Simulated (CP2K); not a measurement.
# CH5FSi (SMILES C[SiH2]F) at PM6

Aim: the vertical electron affinity of CH5FSi at PM6, from 2 runs. 

Program for the calculation: CP2K 2026.2.

8 further runs of the same task are left out: 4 that didn't finish, 4 set aside as unsound or not needed.

### 1 Starting point

CH5FSi has 8 atoms, charge 0, and is taken as a singlet. As SMILES, `C[SiH2]F`. Geometry: relaxed at PBE0-D4/def2-TZVP.

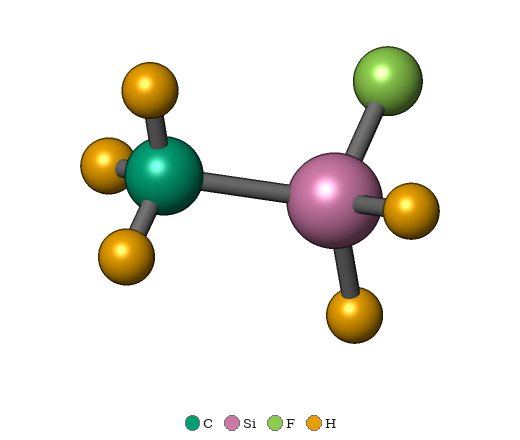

Viewed from a chosen angle; carbon teal, silicon pink, fluorine green, hydrogen amber.

### 2 A single-point energy at PM6

molecule.inp reads:

```
&GLOBAL
  PROJECT_NAME molecule
  RUN_TYPE ENERGY
  PRINT_LEVEL MEDIUM
&END GLOBAL

&FORCE_EVAL
  METHOD Quickstep
  &DFT
    &QS
      METHOD PM6
      EPS_DEFAULT 1.0E-10
      &SE
        &COULOMB
          CUTOFF [angstrom] 50
          RC_RANGE [angstrom] 0
        &END COULOMB
        &EXCHANGE
          CUTOFF [angstrom] 50
          RC_RANGE [angstrom] 0
        &END EXCHANGE
      &END SE
    &END QS
    &POISSON
      PERIODIC NONE
      POISSON_SOLVER ANALYTIC
    &END POISSON
    &SCF
      SCF_GUESS ATOMIC
      EPS_SCF 1.0E-07
      MAX_SCF 100
      ADDED_MOS 2
      &DIAGONALIZATION
        ALGORITHM STANDARD
      &END DIAGONALIZATION
      &MIXING
        METHOD DIRECT_P_MIXING
        ALPHA 0.4
      &END MIXING
    &END SCF
    &PRINT
      &MOMENTS
        PERIODIC F
        REFERENCE COM
        MAX_MOMENT 1
      &END MOMENTS
      &MO ON
        ENERGIES T
        OCCUPATION_NUMBERS T
        NDIGITS 6
        &EACH
          QS_SCF 0
        &END EACH
        ADD_LAST NUMERIC
      &END MO
      &HIRSHFELD OFF
      &END HIRSHFELD
    &END PRINT
  &END DFT
  &SUBSYS
    &CELL
      ABC 11.5 11.7 11.4
      PERIODIC NONE
    &END CELL
    &COORD
      C     -0.521400     0.700300    -0.437000
      Si     0.448400    -0.642000     0.395200
      F      1.946500    -0.649600    -0.178800
      H     -0.562400     0.542500    -1.517100
      H     -1.546700     0.713200    -0.056500
      H     -0.077200     1.680300    -0.248400
      H      0.538700    -0.420800     1.860700
      H     -0.133700    -1.981200     0.126000
    &END COORD
    &TOPOLOGY
      &CENTER_COORDINATES
      &END CENTER_COORDINATES
    &END TOPOLOGY
  &END SUBSYS
&END FORCE_EVAL
```

Run with:

```bash
OMP_NUM_THREADS=1 cp2k.psmp -i molecule.inp > molecule.out 2>&1
```

The program printed:

```text
CP2K| version string:                                       CP2K version 2026.2
[...]
 GLOBAL| Method name                                                        CP2K
[...]
 GLOBAL| Run type                                                         ENERGY
[...]
                             - Atoms:                                          8
[...]
                             - Spherical basis functions:                     22
[...]
 Number of electrons:                                                         20
[...]
     1 P_Mix/Diag. 0.40E+00    0.0     0.82869737       -22.6921010948 -2.27E+01
[...]
    18 DIIS/Diag.  0.81E-07    0.0     0.00000007       -27.0777715238 -1.17E-13
  *** SCF run converged in    18 steps ***
  Core-core repulsion energy [eV]:                            882.15851842210895
  Core Hamiltonian energy [eV]:                             -1217.74668654414381
  Two-electron integral energy [eV]:                         -802.47093358476184
  Electronic energy [eV]:                                   -1618.98215333652479
  Total energy [eV]:                                         -736.82363491441572
  Atomic reference energy [eV]:                               732.24887733699109
  Heat of formation [kcal/mol]:                              -105.49642429200469
[...]
 SE_DIPOLE| Moment [Debye]          1.77615071      -0.54015944      -0.20253608
 SE_DIPOLE| Derivative [a.u.]       0.00000000       0.00000000       0.00000000
 ENERGY| Total FORCE_EVAL ( QS ) energy [hartree]            -27.077771523806049
[...]
```

Wall time 0.26 s (1 thread of Arm Neoverse V1, shared host).

### 3 The doublet anion, same level

Edit molecule.inp of step 2 so:

```diff
@@ -1,10 +1,7 @@
-&GLOBAL
-  PROJECT_NAME molecule
-  RUN_TYPE ENERGY
-  PRINT_LEVEL MEDIUM
-&END GLOBAL
-
 &FORCE_EVAL
-  METHOD Quickstep
+  METHOD QS
   &DFT
+    CHARGE -1
+    MULTIPLICITY 2
+    SPIN_POLARIZED T
     &QS
@@ -60,4 +57,5 @@
   &SUBSYS
+    ! vacuum box
     &CELL
-      ABC 11.5 11.7 11.4
+      ABC [angstrom] 11.5 11.7 11.4
       PERIODIC NONE
@@ -80 +78,7 @@
 &END FORCE_EVAL
+
+&GLOBAL
+  PROJECT_NAME molecule
+  RUN_TYPE ENERGY
+  PRINT_LEVEL MEDIUM
+&END GLOBAL
```

Run with:

```bash
OMP_NUM_THREADS=1 cp2k.psmp -i molecule.inp -o molecule.out
```

The program printed:

```text
CP2K| version string:                                       CP2K version 2026.2
[...]
 GLOBAL| Method name                                                        CP2K
[...]
 GLOBAL| Run type                                                         ENERGY
[...]
                             - Atoms:                                          8
[...]
                             - Spherical basis functions:                     22
[...]
 Number of electrons:                                                         11
[...]
     1 P_Mix/Diag. 0.40E+00    0.0     0.43113989       -22.8512214236 -2.29E+01
[...]
    97 DIIS/Diag.  0.64E-07    0.0     0.00000010       -27.0724875885 -4.62E-14
  *** SCF run converged in    97 steps ***
  Core-core repulsion energy [eV]:                            882.15851842210895
  Core Hamiltonian energy [eV]:                             -1239.41845866668928
  Two-electron integral energy [eV]:                         -758.83982295380474
  Electronic energy [eV]:                                   -1618.83837014359165
  Total energy [eV]:                                         -736.67985172148269
  Atomic reference energy [eV]:                               732.24887733699109
  Heat of formation [kcal/mol]:                              -102.18070483124582
[...]
 SE_DIPOLE| Moment [Debye]          0.29913704      -1.89616685       1.59104897
 SE_DIPOLE| Derivative [a.u.]       0.00000000       0.00000000       0.00000000
 ENERGY| Total FORCE_EVAL ( QS ) energy [hartree]            -27.072487588461527
[...]
```

Wall time 0.46 s (1 thread of Arm Neoverse V1, shared host).

### 4 Outcome

At PM6:

| quantity | value |
| --- | --- |
| singlet CH5FSi: total energy | -27.07777 Eh |
| singlet CH5FSi: dipole moment | 1.87 D |
| singlet CH5FSi: HOMO energy | -10.96 eV |
| singlet CH5FSi: LUMO energy | 0.26 eV |
| singlet CH5FSi: HOMO–LUMO gap | 11.22 eV |
| singlet CH5FSi: heat of formation | -105.5 kcal/mol |
| doublet anion: total energy | -27.07249 Eh |
| doublet anion: HOMO energy (highest over α and β) | 0.02 eV |
| doublet anion: LUMO energy (lowest over α and β) | 5.95 eV |
| doublet anion: heat of formation | -102.2 kcal/mol |
| vertical electron affinity (to the doublet anion) | -0.144 eV |

The anion lies 0.14 eV (3.3 kcal/mol) above the neutral: the electron isn't bound at this level. The HOMO (doublet anion) lies at positive energy, 0.02 eV: the electron is unbound at this level or held by a compact basis; values depend on the basis.
